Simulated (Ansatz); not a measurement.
The reference is BN in the wurtzite structure (space group P6_3mc, No. 186; a = 2.5545 Å, c = 4.2246 Å). Axes: x lies along a and z along c of the hexagonal cell.

The change: biaxial strain −3.00 %, plane normal [001], relaxed out of plane (Cartesian); in-plane vectors clamped, the third vector and the atoms free.

Calculations: DFT with PBE, PAW potentials and a 420 eV plane-wave cutoff in Ansatz (an electronic-structure program), scalar-relativistic without spin-orbit coupling.

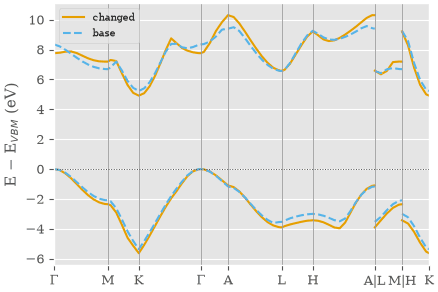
Figure. Highest valence and lowest conduction band along the path, each from its own valence-band maximum

Task: From the figure, how large is the changed gap, and is it direct?

Result: About 4.9 eV, indirect, Γ → K.

Semilocal Kohn–Sham gaps tend to fall short of experiment. Whether these cells are dynamically stable was not tested.
